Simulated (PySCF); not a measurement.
C₂H₇BGeO₂, SMILES OB(O)/C=[CH]\[GeH3] at its GFN2-xTB optimised geometry (Å):

```
13

O      0.6537     1.3020    -0.0131
B      1.4007     0.1738    -0.0008
O      2.7539     0.2992     0.0110
C      0.6074    -1.1730     0.0000
C     -0.7243    -1.1730     0.0000
Ge    -1.8301     0.4305     0.0000
H      1.1498     2.1211    -0.0133
H      3.2564    -0.5129     0.0205
H      1.1408    -2.1211     0.0007
H     -1.2599    -2.1170     0.0003
H     -3.2564    -0.0761     0.0089
H     -1.6955     1.2751     1.2203
H     -1.7077     1.2681    -1.2263
```

Calculation: PBE/def2-TZVP run with PySCF. Cells within 0.4 Å of a nucleus heavier than hydrogen are left out (blank, or x).

Map of the Laplacian of the electron density (e/bohr⁵), clipped to [-1.50, 1.50] on the plane z = 0.0 Å:

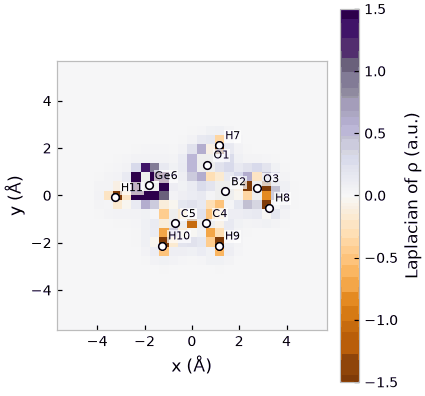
*Laplacian of the electron density (e/bohr⁵), clipped to [-1.50, 1.50] on the plane z = 0.0 Å.*
